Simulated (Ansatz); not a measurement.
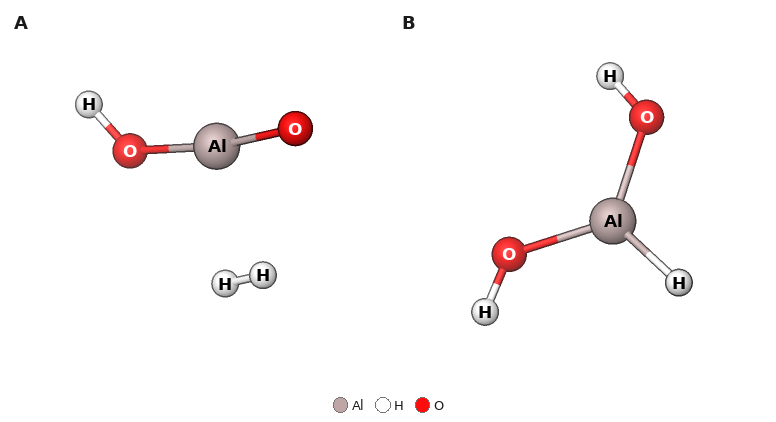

2 stationary structures of one formula. Geometries: PBE0-D4/def2-TZVP. Electronic energies: PBE-D4/def2-TZVPP (Ansatz 0.2.0), without zero-point energy.

Which structure is the most stable?

Answer. B is lowest (Cs, a minimum); A lies 56.9 kcal/mol above it (Cs, a minimum).

Give E(B) − E(A) in kcal/mol at these levels too: BLYP-D4/def2-TZVPP; PBE-QIDH (frozen core)/def2-TZVPP; B2PLYP (frozen core)/def2-TZVPP; r2SCAN-D4/def2-TZVPP; ωB97M-V/def2-TZVPP; r2SCAN0-D4/def2-TZVPP; PBE-D4/def2-TZVPP; CCSD(T)/CBS (MP2 limit from def2-TZVPP and def2-QZVPP plus CCSD(T) − MP2).

```csv
level,E(B) − E(A) (kcal/mol)
BLYP-D4/def2-TZVPP,−55.3
PBE-QIDH (frozen core)/def2-TZVPP,−65.7
B2PLYP (frozen core)/def2-TZVPP,−60.9
r2SCAN-D4/def2-TZVPP,−61.2
ωB97M-V/def2-TZVPP,−64.6
r2SCAN0-D4/def2-TZVPP,−66.6
PBE-D4/def2-TZVPP,−56.9
CCSD(T)/CBS (MP2 limit from def2-TZVPP and def2-QZVPP plus CCSD(T) − MP2),−63.0
```
